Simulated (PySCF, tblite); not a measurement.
# C4H8BNSi: geometry, infrared bands and NMR shifts

Aim: predict the infrared bands and NMR shifts of C4H8BNSi (`B[SiH2]n1cccc1`).

The runs use tblite 0.8.0 and PySCF 2.14.0, with density-fitted response routines of our own; the level of theory stands in each step. All values are computed, except where a source is named. Atoms are numbered from 0 throughout.

## 1. The molecule as given

15 atoms, charge 0, multiplicity 1; geometry from: force field or distance geometry start.

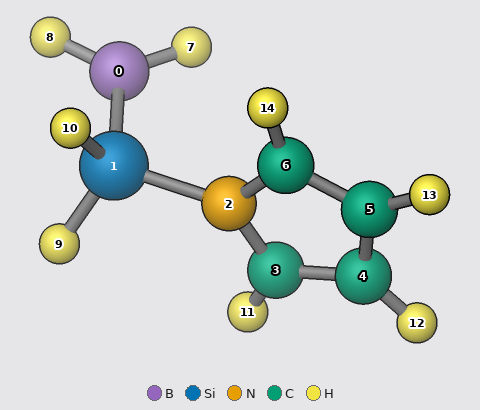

As it starts; boron purple, silicon blue, nitrogen amber, carbon teal, hydrogen yellow, atoms numbered.

## 2. Optimising the geometry with GFN2-xTB

Job settings and geometry (Å):

```
{"job": {"kind": "relax", "xc": "GFN2-xTB", "basis": "xTB"}, "charge": 0, "multiplicity": 1}
B     -2.603000     0.671400    -0.514600
Si    -1.511100    -0.866400    -0.135100
N      0.203600    -0.350300     0.080200
C      1.105400    -0.207800    -0.911500
C      2.282300     0.276800    -0.371000
C      2.060900     0.462100     0.971200
C      0.765400     0.077000     1.216100
H     -2.115400     1.751400    -0.576700
H     -3.767900     0.538700    -0.681400
H     -1.600500    -1.830800    -1.232100
H     -1.977400    -1.511300     1.111900
H      0.924700    -0.457800    -1.942000
H      3.189300     0.492400    -0.911600
H      2.777400     0.846900     1.693300
H      0.261800     0.115800     2.181600
```

The run is started by

```bash
$ OMP_NUM_THREADS=1 python probes_run.py task.json out
```

This one command runs all jobs of the session in turn.

**Question.** This job is followed by: GFN2-xTB harmonic vibrations, gas phase; GIAO PBE0/pcSseg-1 NMR shielding, non-relativistic, gas phase. What will the session give for the following? strongest single infrared mode (GFN2-xTB); zero-point energy (GFN2-xTB); ¹³C shifts against TMS (PBE0/pcSseg-1, means over atoms taken as alike); ¹H shifts against TMS (PBE0/pcSseg-1, means over atoms taken as alike); ¹¹B shifts against BF3·OEt2 (PBE0/pcSseg-1); ²⁹Si shifts against TMS (PBE0/pcSseg-1); ¹⁵N shifts against NH3 (PBE0/pcSseg-1).

As calculated:

| quantity | value |
| --- | --- |
| strongest single infrared mode (GFN2-xTB) | 2160 cm⁻¹, 391 km/mol |
| zero-point energy (GFN2-xTB) | 66.8 kcal/mol |
| ¹³C shifts against TMS (PBE0/pcSseg-1, means over atoms taken as alike) | 128.2, 118.3 ppm |
| ¹H shifts against TMS (PBE0/pcSseg-1, means over atoms taken as alike) | 10.48, 6.72, 6.67, 5.58 ppm |
| ¹¹B shifts against BF3·OEt2 (PBE0/pcSseg-1) | 118.2 ppm |
| ²⁹Si shifts against TMS (PBE0/pcSseg-1) | -40.8 ppm |
| ¹⁵N shifts against NH3 (PBE0/pcSseg-1) | 170.9 ppm |

Relaxing lowered the energy by 0.215 eV in 22 steps; the close pair that moved most is C4–C5, from 1.373 to 1.414 Å. The lowest mode is imaginary (23i cm⁻¹), so the xTB geometry is not a minimum. The strongest single mode, at 2160 cm⁻¹, moves mainly H10 and H9. GFN2-xTB is a fitted tight-binding method: band positions and strengths are rough. Its intensities can rank the bands wrongly. At PBE0/pcSseg-1: Shielding is most anisotropic at B0 (span 279 ppm, paramagnetic term -216 ppm). NICS(1)zz of -30 ppm above the planar ring from N2 marks a diatropic (aromatic) ring current.
